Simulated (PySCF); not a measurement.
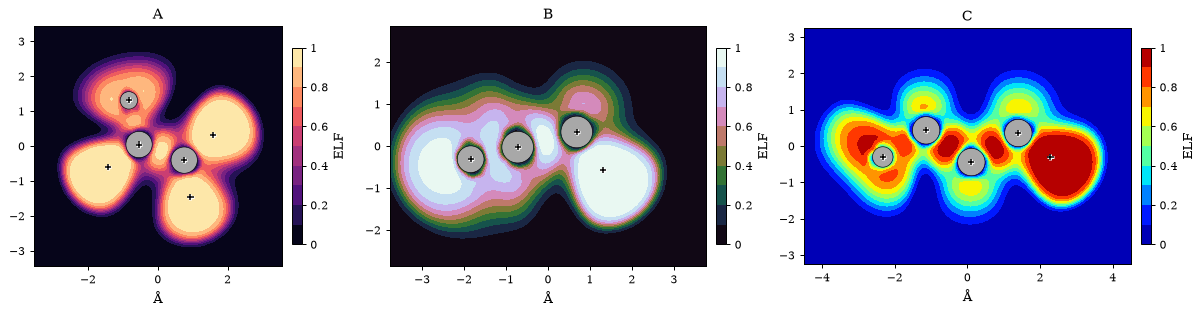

The electron localisation function of 3 systems, each on a plane through atoms (crosses mark nuclei in the plane; grey discs cover the cores).

These are results of DFT single point, gas phase, functional wB97X (PySCF), not measurements.

System 1: C2H3N (SMILES CC#N), the plane of atoms C2, C1 and H5. Geometry: PBE0-D3(BJ)/def2-SVP.

```tsv
atom	x (Å)	y (Å)	z (Å)
C	-0.4861	0.0048	-0.0160
C	0.9664	-0.0093	0.0100
N	2.1229	-0.0204	0.0308
H	-0.8616	-0.7592	-0.7117
H	-0.8866	-0.2043	0.9862
H	-0.8513	0.9888	-0.3431
```

System 2: C3H8O (SMILES CCCO), the plane of atoms C1, C2 and C3. Geometry: PBE0-D3(BJ)/def2-SVP.

```csv
atom,x (Å),y (Å),z (Å)
C,-1.5277,0.0036,0.0435
C,-0.1271,0.0879,-0.5402
C,0.9634,-0.2241,0.4722
O,2.2523,-0.2087,-0.0778
H,-1.7425,-1.0087,0.4216
H,-1.6567,0.7029,0.8853
H,-2.2940,0.2455,-0.7074
H,-0.0164,-0.6067,-1.3895
H,0.0464,1.1010,-0.9484
H,0.8752,0.4693,1.3354
H,0.8119,-1.2388,0.8765
H,2.4147,0.6746,-0.4244
```

System 3: C2H3CuF (charge +1), the plane of atoms C1, C2 and F3. Geometry: PBE0-D3(BJ)/def2-SVP.

```xyz
7

C    -0.8281   -0.1031    0.1940
C     0.4914    0.1472   -0.0671
F     1.3459   -0.8078   -0.2757
H    -1.2149   -1.1270    0.1108
H    -1.5337    0.7355    0.1364
H     0.9137    1.1518   -0.2158
Cu   -0.2406    0.1154    2.1297
```

### Match each panel to its system.

Panel A is system 3, C2H3CuF: the plane holds C, F and H. C–F (1.30 Å): the ELF peaks at about 0.85 between the atoms, as expected for a shared but strongly polarised pair. Panel B is system 1, C2H3N: the plane holds C, N and H. C–N (1.16 Å): the ELF peaks at about 0.85 between the atoms; a short, multiple covalent bond. Panel C is system 2, C3H8O: the plane holds C, O and H. C–O (1.40 Å): the ELF peaks at about 0.90 between the atoms (a polar covalent bond).
